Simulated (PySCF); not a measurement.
```yaml
atoms:
  - { symbol: O, position_ang: [-0.9214, -2.1579, 0.2643] }
  - { symbol: C, position_ang: [-1.1245, -1.0022, 0.1931] }
  - { symbol: F, position_ang: [-2.3936, -0.5212, 0.2916] }
  - { symbol: C, position_ang: [-0.1619, 0.1007, 0.0024] }
  - { symbol: C, position_ang: [-0.5645, 1.3757, -0.0326] }
  - { symbol: F, position_ang: [0.2418, 2.3949, -0.1886] }
  - { symbol: C, position_ang: [1.2815, -0.3477, -0.1265] }
  - { symbol: F, position_ang: [1.7046, -0.9340, 0.9989] }
  - { symbol: F, position_ang: [2.1197, 0.6568, -0.3793] }
  - { symbol: F, position_ang: [1.4273, -1.2329, -1.1167] }
  - { symbol: H, position_ang: [-1.6036, 1.6705, 0.0675] }
```

Geometry: GFN2-xTB.

These are results of PBE0/pcSseg-1, SCF density, gas phase, non-relativistic in PySCF 2.14.0, not measurements.

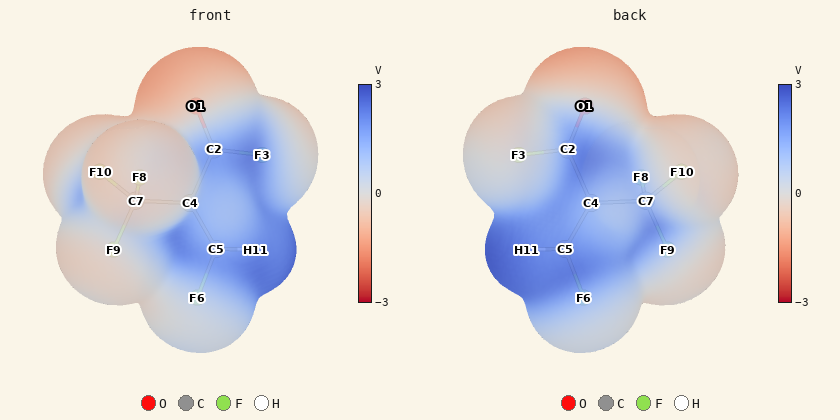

C₄HF₅O (SMILES O=C(F)/C(=C/F)C(F)(F)F). The electrostatic potential painted on the density surface at 0.004 e/bohr³, seen from the front and from behind; red is negative and blue positive.

> Where is the surface potential most negative and most positive?

The most negative region (about −1.3 V, or −30 kcal/mol for a unit charge) lies over O1, the most positive (about +2.6 V, or +60 kcal/mol for a unit charge) over H11. O1 is the likeliest acceptor of a hydrogen bond.
